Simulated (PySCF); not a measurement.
Potential energy surface of H₂N (anion, charge -1), singlet: map of symmetric stretch and bend. Scanned: N-H bond length and H-N-H angle.

Level of theory: B3LYP/aug-cc-pVDZ (PySCF).

Energy in mEh above the lowest grid point; x is the N-H bond length (Å), y the H-N-H angle (°).

| y \ x | 0.88 | 0.93 | 0.98 | 1.03 | 1.08 | 1.13 | 1.18 | 1.24 | 1.29 | 1.34 | 1.39 |
|---|---|---|---|---|---|---|---|---|---|---|---|
| 180 | 78.9 | 57.6 | 50.4 | 53.5 | 64.0 | 79.7 | 99.0 | 125.1 | 148.1 | 171.6 | 195.1 |
| 170 | 77.3 | 55.8 | 48.3 | 51.1 | 61.2 | 76.4 | 95.0 | 119.8 | 141.2 | 161.9 | 180.7 |
| 160 | 72.9 | 50.7 | 42.6 | 44.5 | 53.6 | 67.5 | 84.5 | 106.9 | 125.9 | 144.0 | 160.8 |
| 150 | 66.5 | 43.4 | 34.3 | 35.0 | 42.8 | 55.3 | 70.7 | 91.0 | 108.4 | 125.3 | 141.4 |
| 140 | 59.3 | 35.2 | 24.9 | 24.5 | 30.9 | 42.1 | 56.2 | 75.1 | 91.6 | 108.0 | 123.9 |
| 130 | 52.6 | 27.4 | 16.0 | 14.4 | 19.8 | 29.8 | 42.9 | 60.9 | 76.9 | 93.0 | 109.0 |
| 120 | 47.8 | 21.5 | 8.9 | 6.3 | 10.6 | 19.7 | 32.1 | 49.4 | 65.0 | 81.0 | 97.1 |
| 110 | 46.2 | 18.6 | 4.9 | 1.2 | 4.5 | 12.9 | 24.5 | 41.3 | 56.6 | 72.4 | 88.5 |
| 100 | 48.7 | 19.8 | 4.9 | 0.0 | 2.4 | 9.8 | 20.8 | 36.9 | 51.9 | 67.5 | 83.4 |
| 90 | 56.4 | 26.1 | 9.7 | 3.6 | 4.8 | 11.3 | 21.4 | 36.7 | 51.2 | 66.4 | 82.1 |
| 80 | 70.1 | 38.1 | 20.3 | 12.7 | 12.5 | 17.8 | 26.9 | 41.1 | 54.8 | 69.5 | 84.7 |
| 70 | 91.0 | 57.1 | 37.3 | 27.9 | 26.1 | 29.9 | 37.5 | 50.3 | 62.9 | 76.7 | 91.1 |

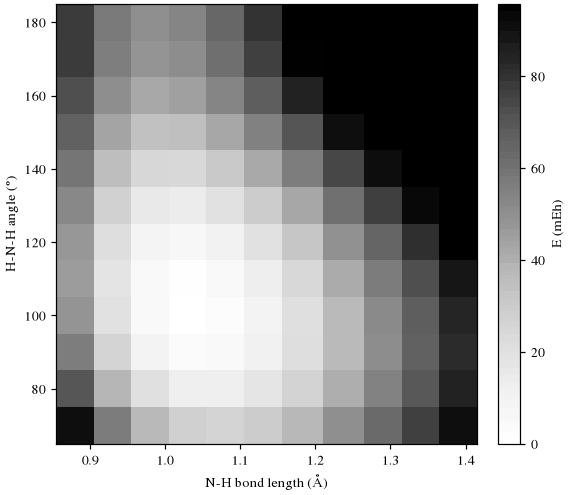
Figure. Energy surface, cut off at 96 mEh.

Points that lie below all their neighbours on the grid: x = 1.03, y = 100 (0.0 mEh).
